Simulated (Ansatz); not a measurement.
**CH5AlClGa: how energies converge with the basis set**

How large a basis does CH5AlClGa need? Two functionals are run in growing sets.

Method: one geometry, several basis sets; program: Ansatz 0.2.0, Gaussian basis.

The runs, in order: PBE0-D4/def2-SVP; ωB97M-V/def2-SVP; PBE0-D4/def2-QZVPP; ωB97M-V/def2-QZVPP; the functionals' def2-TZVPP values are taken from earlier runs.

### Step 1. The geometry

All runs share one geometry, relaxed beforehand with PBE0-D4/def2-TZVP.

SMILES `[CH3][Al]([Cl])[GaH2]`, 9 atoms, charge 0, spin multiplicity 1.

Atoms are counted from 1 here; the program's logs count them from 0.

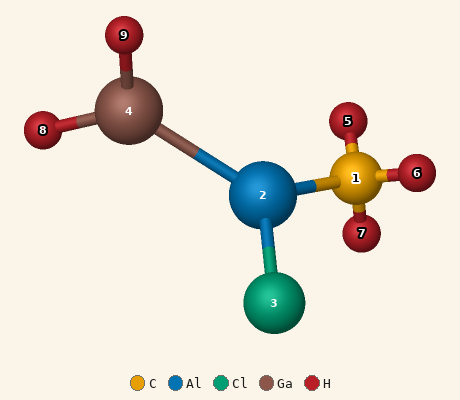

The structure; carbon amber, aluminium blue, chlorine teal, gallium brown, hydrogen red; atoms are numbered from 1 in the order of the file.

### Step 2. PBE0-D4 in def2-SVP

The input, in.yaml:

```yaml
crystal:
  periodic: [false, false, false]
  atoms:
    - {symbol: C, position_ang: [0.085045, 1.276104, -1.282425]}
    - {symbol: Al, position_ang: [0.558303, 0.096722, 0.191749]}
    - {symbol: Cl, position_ang: [2.521012, 0.329725, 0.963173]}
    - {symbol: Ga, position_ang: [-0.772264, -1.688175, 1.357327]}
    - {symbol: H, position_ang: [-0.941260, 1.137288, -1.630507]}
    - {symbol: H, position_ang: [0.207280, 2.322716, -0.985239]}
    - {symbol: H, position_ang: [0.757539, 1.107957, -2.130232]}
    - {symbol: H, position_ang: [-0.761389, -3.193951, 0.884923]}
    - {symbol: H, position_ang: [-1.654265, -1.388396, 2.631231]}
basis:
  gaussian: {orbitals: def2-SVP}
hamiltonian: {xc: pbe0, dispersion: d4}
output: {orbitals: {seedname: orbitals}}
```

The run is started by

```sh
> ansatz run in.yaml --threads 2 --pin off --events-out ev --progress --plain --max-ram 32768MiB --backend cpu
```

The runs that follow: ωB97M-V in def2-SVP; PBE0-D4 in def2-QZVPP; ωB97M-V in def2-QZVPP.

Before running them: what should the planned runs give, taken together? Wanted: PBE0-D4: double and triple zeta above quadruple; ωB97M-V: double and triple zeta above quadruple.

As calculated:

| quantity | value |
| --- | --- |
| PBE0-D4: double and triple zeta above quadruple | 16.42, 1.82 eV |
| ωB97M-V: double and triple zeta above quadruple | 16.37, 1.77 eV |

For PBE0-D4 the step from double to triple zeta gains 14.59 eV and the next only 1.82 eV. These are total energies; as a rule much of such shifts cancels in differences, which this series doesn't test.
